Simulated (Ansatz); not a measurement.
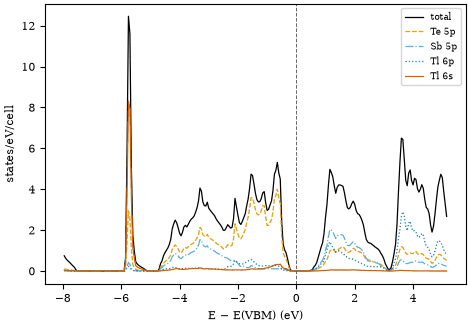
Fig. 1. Total and projected density of states of TlSbTe₂ in space group R-3m (No. 166; Te on 6c, Sb on 3b, Tl on 3a), PBE (plane waves, PAW; program Ansatz)

Which orbitals carry the states next to the gap?

Top 1 eV of the valence band: Te 5p 73 %, Sb 5s 8 %, Tl 6s 7 %, Tl 6p 6 %. Bottom 1 eV of the conduction band: Sb 5p 39 %, Tl 6p 30 %, Te 5p 18 %, Te 5s 9 %. Projections are on Löwdin-orthogonalised atomic valence shells; empty p or d shells of many metals are not among them.

Where is the tallest occupied peak in this window, and what makes it?

Near -5.8 eV, about 12 states/eV per cell; the largest projected share is Tl 6s.

The workflow started from an entry of the Crystallography Open Database (COD). Its standing as an ambient phase is unchecked. The PBE relaxation kept the symmetry of its start; its stability against distortions is not shown here. Spin–orbit coupling is left out wherever it is not named.

Potentials: the later of the program's two PAW sets.
